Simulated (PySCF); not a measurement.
C$_{5}$H$_{9}$B$_{2}$N (SMILES BCBn1cccc1)

```csv
atom,x (Å),y (Å),z (Å)
B,2.8294,0.5801,0.3223
C,2.3406,-0.8489,-0.0369
B,1.1032,-0.5961,-0.9768
N,-0.2087,-0.3505,-0.4634
C,-0.6043,-0.2799,0.8682
C,-1.9449,-0.0289,0.9192
C,-2.4161,0.0553,-0.4347
C,-1.3389,-0.1418,-1.2483
H,3.5432,1.2017,-0.4320
H,2.4552,1.1224,1.3379
H,3.0892,-1.3919,-0.6336
H,2.0323,-1.4206,0.8516
H,1.2138,-0.5652,-2.1789
H,0.1196,-0.4058,1.6693
H,-2.5396,0.0851,1.8238
H,-3.4381,0.2432,-0.7583
H,-1.2563,-0.1556,-2.3325
```

Geometry: PBE0-D3(BJ)/def2-SVP.

All numbers below come from PySCF 2.14.0, CAM-B3LYP/def2-SVPD, SCF density, gas phase.

### What can the converged electron density and electron localisation function tell about the bonding?

C–C (1.36 Å): the density is about 2.2 e/Å³ at the midpoint; the ELF peaks at about 0.95 between the atoms: a covalent bond.
C–N (1.39 Å): ρ is about 2.2 e/Å³ halfway; the ELF peaks at about 0.95 between the atoms, as expected for a covalent bond.
B–N (1.43 Å): the density is about 1.9 e/Å³ at the midpoint; the ELF peaks at about 0.95 between the atoms, as expected for a shared but strongly polarised pair.
C–B (1.57 Å): the density is about 1.3 e/Å³ at the midpoint; the ELF peaks at about 0.95 between the atoms (a covalent bond).

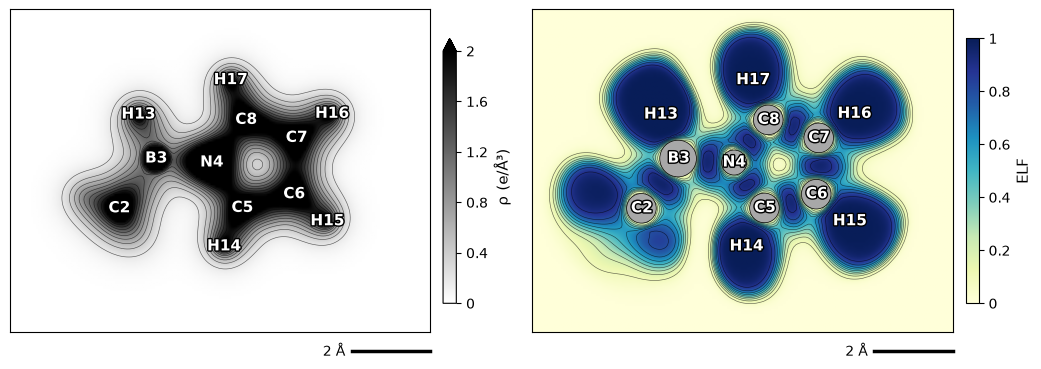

Computed electron density and electron localisation function on the plane of atoms N4, C8 and C7, in this order. Grey discs cover the atomic cores in the ELF map. 
